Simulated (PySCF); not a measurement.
# MoO3 (molybdenum trioxide) at MP2/def2-TZVP (core potential, max memory mb 1860)

Aim: the energy of MoO3 (molybdenum trioxide). 

The results are computed with PySCF 2.14.0.

**1. The system as given**

The species is MoO3 (4 atoms), meant as a singlet with charge 0. As SMILES, `[O]=[Mo](=[O])=[O]`. The coordinates come from a PBE0-D4/def2-TZVP relaxation.

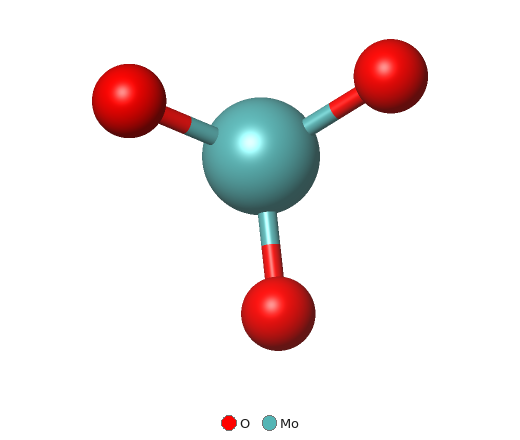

The structure, seen from a chosen angle (oxygen red, molybdenum teal).

**2. A single-point energy at MP2/def2-TZVP (core potential, max memory mb 1860)**

mol.xyz reads:

```xyz
4

O     -0.968000    -0.149800     1.262500
Mo    -0.138100    -0.336500    -0.200300
O      1.507000    -0.607600     0.088800
O     -0.345200     1.033600    -1.171400
```

calc.py reads:

```python
# [O]=[Mo](=[O])=[O]
from pyscf import gto, scf, mp

system = gto.Mole()
system.atom = 'mol.xyz'
system.max_memory = 1860
system.ecp = {'Mo': 'def2-svp'}
system.verbose = 4
system.basis = 'def2-tzvp'
system.build()

mf = scf.RHF(system)
mf.max_cycle = 100
mf.kernel()
if not mf.converged:
    mf = mf.newton().run(mf.mo_coeff, mf.mo_occ)

pt = mp.MP2(mf, frozen=3).run()
energy = pt.e_tot
print('Final energy', energy)
```

Command:

```console
$ OMP_NUM_THREADS=1 python calc.py
```

The program printed:

```text
PySCF version 2.14.0

[INPUT] num. atoms = 4
[INPUT] num. electrons = 38
[INPUT] charge = 0
[INPUT] spin (= nelec alpha-beta = 2S) = 0
[INPUT] symmetry False subgroup None
[INPUT] Mole.unit = angstrom
[INPUT] Symbol           X                Y                Z      unit          X                Y                Z       unit  Magmom
[INPUT]  1 O     -0.968000000000  -0.149800000000   1.262500000000 AA   -1.829254888579  -0.283080973460   2.385779232263 Bohr   0.0
[INPUT]  2 Mo    -0.138100000000  -0.336500000000  -0.200300000000 AA   -0.260971177802  -0.635892840916  -0.378512142750 Bohr   0.0
[INPUT]  3 O      1.507000000000  -0.607600000000   0.088800000000 AA    2.847817269720  -1.148197593286   0.167807679861 Bohr   0.0
[INPUT]  4 O     -0.345200000000   1.033600000000  -1.171400000000 AA   -0.652333458200   1.953220922350  -2.213625182316 Bohr   0.0

nuclear repulsion = 141.662163850654
number of shells = 47
number of NR pGTOs = 198
number of NR cGTOs = 133
basis = def2-tzvp
ecp = {'Mo': 'def2-svp'}

******** <class 'pyscf.scf.hf.RHF'> ********
method = RHF
initial guess = minao
damping factor = 0
level_shift factor = 0
DIIS = <class 'pyscf.scf.diis.CDIIS'>
diis_start_cycle = 1
diis_space = 8
diis_damp = 0
SCF conv_tol = 1e-09
SCF conv_tol_grad = None
SCF max_cycles = 100
direct_scf = True
direct_scf_tol = 1e-13
Set gradient conv threshold to 3.16228e-05
Initial guess from minao.
init E= -284.926917460497
  HOMO = -0.663857823942038  LUMO = -0.312389366624451  gap/eV = 9.56394
cycle= 1 E= -291.794321200427  delta_E= -6.87  |g|= 1.51  |ddm|= 4.17
  HOMO = -0.355265116771592  LUMO = -0.205634889554517  gap/eV = 4.07165
cycle= 2 E= -291.205899047947  delta_E= 0.588  |g|= 2.37  |ddm|= 1.73
  HOMO = -0.451950465876134  LUMO = -0.0642556338838496  gap/eV = 10.54971
cycle= 3 E= -292.162957436879  delta_E= -0.957  |g|= 0.168  |ddm|= 1.08
  HOMO = -0.486517599788614  LUMO = -0.0849879629159602  gap/eV = 10.92618
cycle= 4 E= -292.168751308428  delta_E= -0.00579  |g|= 0.0403  |ddm|= 0.171
  HOMO = -0.479816567153496  LUMO = -0.0790121089362295  gap/eV = 10.90644
cycle= 5 E= -292.169631423894  delta_E= -0.00088  |g|= 0.0185  |ddm|= 0.0412
  HOMO = -0.482048872938896  LUMO = -0.0787847169096807  gap/eV = 10.97338
cycle= 6 E= -292.170060674612  delta_E= -0.000429  |g|= 0.0106  |ddm|= 0.0361
  HOMO = -0.481708992212683  LUMO = -0.0782027610325038  gap/eV = 10.97996
cycle= 7 E= -292.17023198689  delta_E= -0.000171  |g|= 0.00612  |ddm|= 0.0252
  HOMO = -0.480821578751887  LUMO = -0.0771631236965291  gap/eV = 10.98411
cycle= 8 E= -292.170284241797  delta_E= -5.23e-05  |g|= 0.00207  |ddm|= 0.0176
  HOMO = -0.4806905721135  LUMO = -0.077069865015833  gap/eV = 10.98308
cycle= 9 E= -292.170290516224  delta_E= -6.27e-06  |g|= 0.00118  |ddm|= 0.00609
  HOMO = -0.480707732853893  LUMO = -0.0770702407453143  gap/eV = 10.98354
cycle= 10 E= -292.170291561894  delta_E= -1.05e-06  |g|= 0.000667  |ddm|= 0.00185
  HOMO = -0.480765717785156  LUMO = -0.0770798629308231  gap/eV = 10.98485
cycle= 11 E= -292.170292119602  delta_E= -5.58e-07  |g|= 0.000201  |ddm|= 0.00181
  HOMO = -0.480797552556905  LUMO = -0.0770803289837758  gap/eV = 10.98571
cycle= 12 E= -292.170292187715  delta_E= -6.81e-08  |g|= 8.75e-05  |ddm|= 0.00063
  HOMO = -0.480813032423578  LUMO = -0.077086700102047  gap/eV = 10.98595
cycle= 13 E= -292.170292197953  delta_E= -1.02e-08  |g|= 4.73e-05  |ddm|= 0.00021
  HOMO = -0.480816587802297  LUMO = -0.0770825312858499  gap/eV = 10.98616
cycle= 14 E= -292.170292200941  delta_E= -2.99e-09  |g|= 2.59e-05  |ddm|= 0.000131
  HOMO = -0.480819845165577  LUMO = -0.0770853352464229  gap/eV = 10.98618
cycle= 15 E= -292.170292201531  delta_E= -5.9e-10  |g|= 7.9e-06  |ddm|= 5.42e-05
  HOMO = -0.480819722062431  LUMO = -0.077084752096475  gap/eV = 10.98619
Extra cycle  E= -292.170292201578  delta_E= -4.67e-11  |g|= 5.96e-06  |ddm|= 1.11e-05
converged SCF energy = -292.170292201578

******** <class 'pyscf.mp.mp2.RMP2'> ********
nocc = 16, nmo = 130
frozen orbitals 3
E(RMP2) = -293.450788679378  E_corr = -1.28049647780052
E(SCS-RMP2) = -293.372532092514  E_corr = -1.20223989093659
E_corr(same-spin) = -0.385795248950816
E_corr(oppo-spin) = -0.894701228849707
Final energy -293.45078867937804
```

Wall time 7.5 s (1 thread of Arm Neoverse V1, shared host); peak memory 0.56 GiB.

**3. Results**

At MP2/def2-TZVP (core potential, max memory mb 1860), 3 core orbitals frozen:

| quantity | value |
| --- | --- |
| total energy | -293.45079 Eh |
| dipole moment (Hartree–Fock density) | 5.77 D |
| HOMO energy (Hartree–Fock orbitals) | -13.08 eV |
| LUMO energy (Hartree–Fock orbitals) | -2.10 eV |
| HOMO–LUMO gap (Hartree–Fock orbitals) | 10.99 eV |
| correlation energy (3 core orbitals frozen) | -1280.5 mEh |
